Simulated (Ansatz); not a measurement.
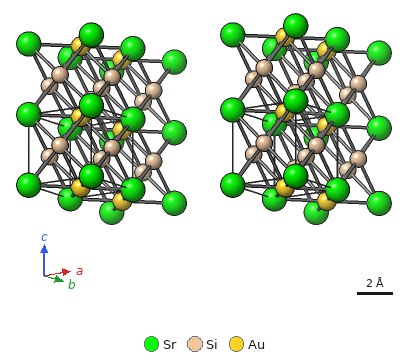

Two geometries of a crystal of SrSi2Au (a generated structure, set up in P4/mmm) (coarse preliminary run), drawn at one scale. One is the start of a relaxation, the other its converged end. A ball-and-stick model of the cell of the calculation, repeated 1 × 2 × 2 with one cell outlined, seen from a free direction.

Theory: Ansatz, DFT PBE, scalar-relativistic, plane waves, PAW. Set-up: plane-wave cutoff 420 eV; k-point mesh 4 × 4 × 4; occupations gaussian; smearing width 0.1 eV; no spin polarisation; cell and atoms relaxed; force threshold 0.04 eV/Å; at most 70 steps.

Q: Which geometry has the lower energy?

A: The right one is the relaxed one. No atom moves by more than 0.005 Å relative to the cell. Cell: a = b 4.313 → 4.339 Å (+0.6 %), c 4.153 → 4.422 Å (+6.5 %). Volume +7.7 %. Some distances before and after: Si–Sr 2.994 → 3.097 Å, Au–Si 2.994 → 3.097 Å, Au–Sr 3.050 → 3.068 Å. Bond angles that change, for instance: Sr–Si–Sr 87.8° → 91.1°, Sr–Si–Sr 92.2° → 88.9°. The space group stays P4/mmm (No. 123). After 2 accepted moves (3 points after the start) the energy has fallen by 36.8 meV per atom. All forces vanish by symmetry, so only the cell relaxes. Pressure: 5.73 GPa at the start and 0.22 GPa at the end. The SCF was repeated once at an unchanged geometry on a basis and grid sized afresh for the cell, which shifted the energy by 0.3 meV per atom at most. The run took 9.2 s on 1 thread of Arm Neoverse V1 (shared host), peak memory 0.35 GiB.

Limits of the set-up: the k-point mesh is coarse for a cell with partly filled bands.
